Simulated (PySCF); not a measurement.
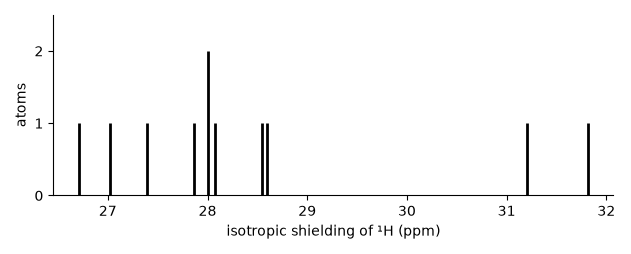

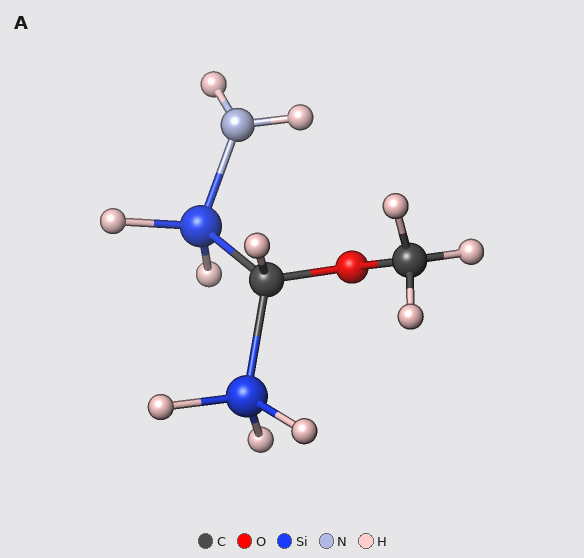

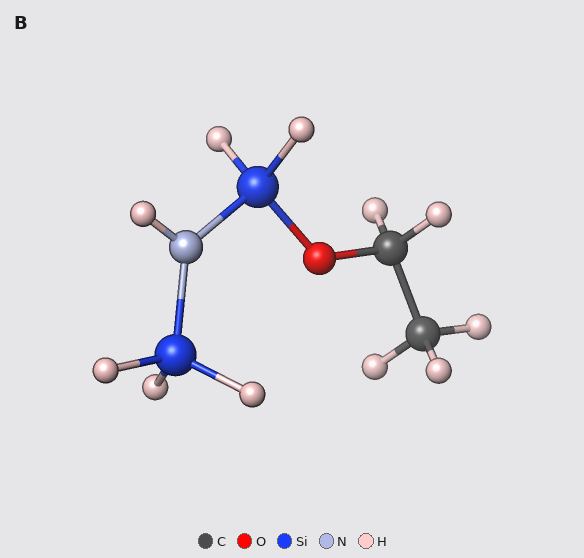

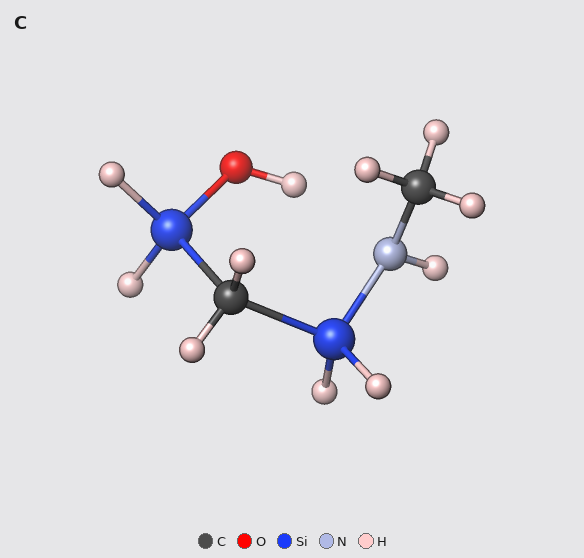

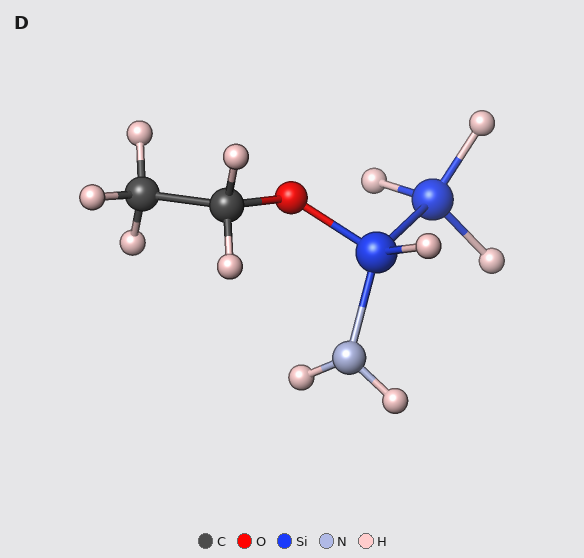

The sticks are computed shieldings of one of the molecules, for one fixed geometry (GFN2-xTB) without averaging over rotations. Low shielding means a high chemical shift. Method: GIAO PBE0/pcSseg-1 NMR shielding, non-relativistic, gas phase (PySCF 2.14.0).

Which molecule gives this pattern?

Answer. A, `CO[C@H]([SiH3])[SiH2]N`. Its 11 H atoms give lines at 26.71, 27.02, 27.39, 27.87, 28.00 (2 atoms), 28.07, 28.55, 28.60, 31.20, 31.82 ppm.

The geometry is semi-empirical. Around Si such bond lengths and angles can be off by a tenth of an ångström or more and by several degrees, and values that hang on the shape move with them.
